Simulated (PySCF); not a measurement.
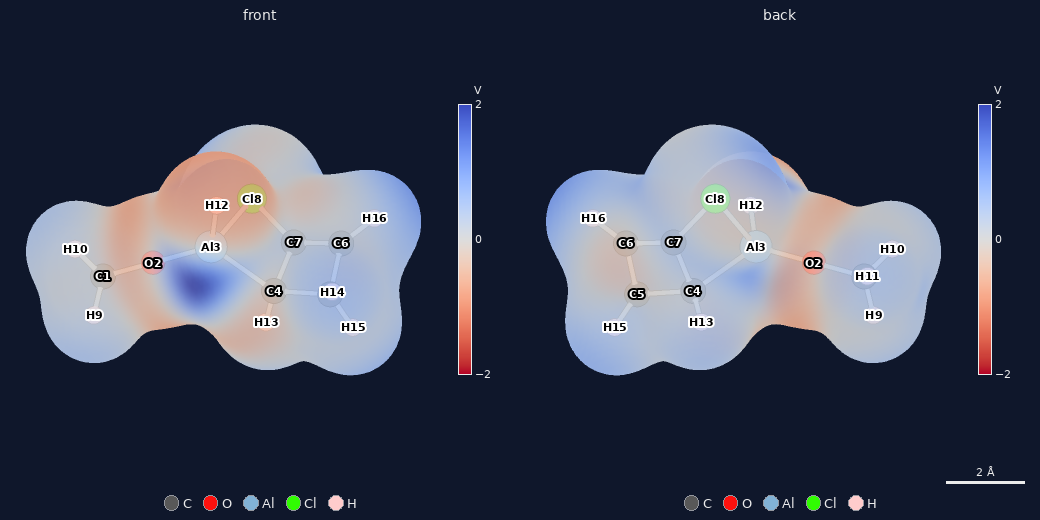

*C₅H₈AlClO. The molecular electrostatic potential painted on the density surface at 0.002 e/bohr³, seen from the front and from behind; red is negative and blue positive.*

Geometry: GFN2-xTB.

These are results of CAM-B3LYP/def2-SVPD, SCF density, gas phase (PySCF), not measurements.

The calculation's input:

```
{"job": {"kind": "uv", "xc": "CAM-B3LYP", "basis": "def2-SVPD", "nstates": 8, "ntriplets": 3}, "charge": 0, "multiplicity": 1}
C      3.268262    -0.992803    -0.274481
O      2.062854    -0.506319     0.231473
Al     0.689543     0.151605     0.855840
C     -0.923511     0.482504    -0.346017
C     -2.215353     1.338991    -0.173364
C     -2.711662     0.280123     0.780892
C     -1.621515    -0.453503     0.580775
Cl    -0.779990    -1.749213     1.326995
H      3.633515    -0.333580    -1.065173
H      4.015936    -1.035200     0.520513
H      3.128819    -1.996480    -0.684045
H      0.710207     0.761884     2.254480
H     -0.819345     0.088062    -1.366794
H     -2.053307     2.302851     0.303886
H     -2.801682     1.468684    -1.081286
H     -3.590371     0.201336     1.392378
```

Command:

```sh
OMP_NUM_THREADS=1 python probes_run.py task.json out
```

Question: Which sites attract a positive test charge, and which a negative one?

Answer: A positive charge is drawn to the negative regions and a negative charge to the positive ones. The most negative region (about −0.9 V, or −21 kcal/mol for a unit charge) lies over H12, the most positive (about +1.7 V, or +39 kcal/mol for a unit charge) over Al3.

Question: What dipole moment does the calculation give?

Answer: Its dipole moment is 1.32 D.
